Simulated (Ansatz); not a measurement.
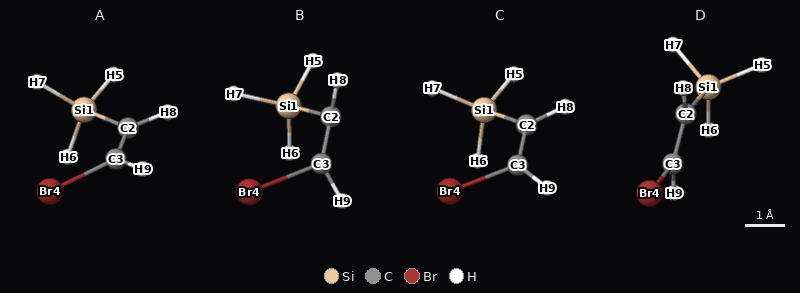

4 geometries from a converged minimum-energy path of C$_{2}$H$_{5}$BrSi, shuffled. The picture is a ball-and-stick view, seen from a free direction.

These are results of Ansatz 0.2.0, RKS B3LYP-D4/def2-SVP, not measurements. Run with 5 movable images; climbing image; force threshold 0.03 eV/Å; iteration limit 60; starting path by image-dependent pair potential.

**One of them is the converged climbing image. Which?**

B. In order along the path, whose images run from 0 to 6: D (image 0, 0.00 eV), B (image 3, +2.92 eV), C (image 5, +0.29 eV), A (image 6, +0.02 eV). The motion is a rotation about the C2–C3 bond by about 180°, with a turn of about 60° about Si1–C2. No bond forms or breaks between the ends. Bond angles that change up to the highest image, for instance: Br4–C3–H9 111.6° → 97.5°, Si1–C2–C3 121.9° → 107.9°.
